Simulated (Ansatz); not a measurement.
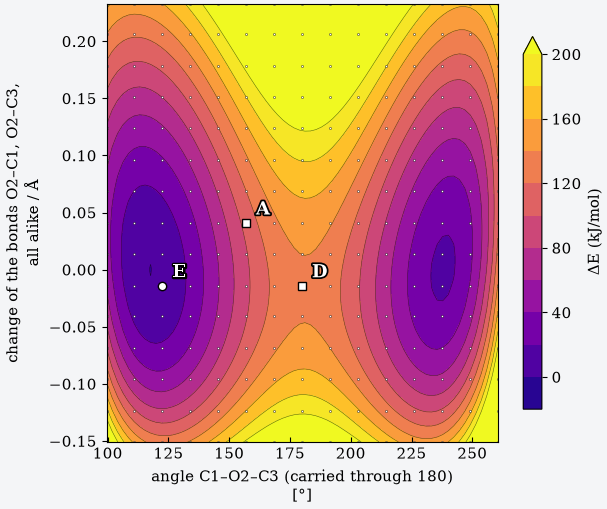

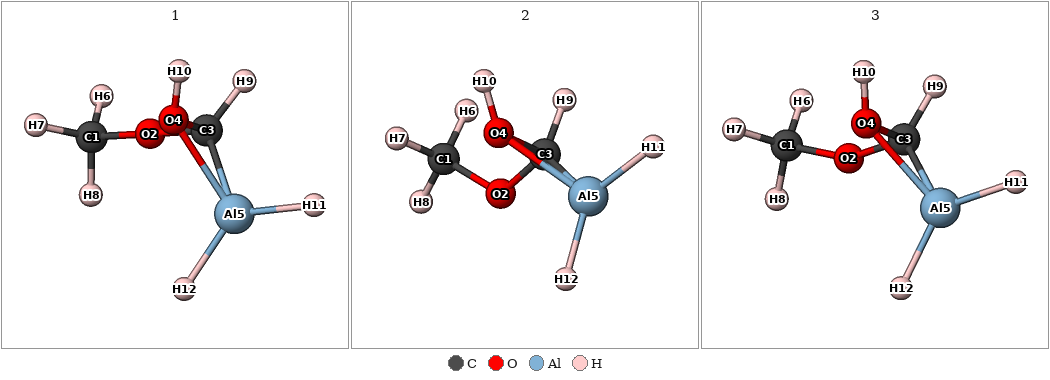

C₂H₇AlO₂. The first coordinate is: angle C1–O2–C3 (carried through 180); the second: change of the bonds O2–C1, O2–C3, all alike. Nothing is relaxed (all other coordinates rigid). The grid has 15 × 15 points. Points are written as (first, second). Energies are in kJ/mol, from the relaxed molecule at the same level. Level of theory: RHF/def2-SVP in Ansatz 0.2.0.

In the figure: filled contours, dots at the grid points, one colour for all values above the top of the scale, lettered points. Between grid points the surface is interpolated. The numbered pictures are the structures at these points, in random order.

Q: Which structure belongs to which point?

A: A is structure 3: (157.0°, 0.041 Å), 107 kJ/mol; D is structure 1: (180.0°, −0.014 Å), 136 kJ/mol; E is structure 2: (122.5°, −0.014 Å), 3.1 kJ/mol.
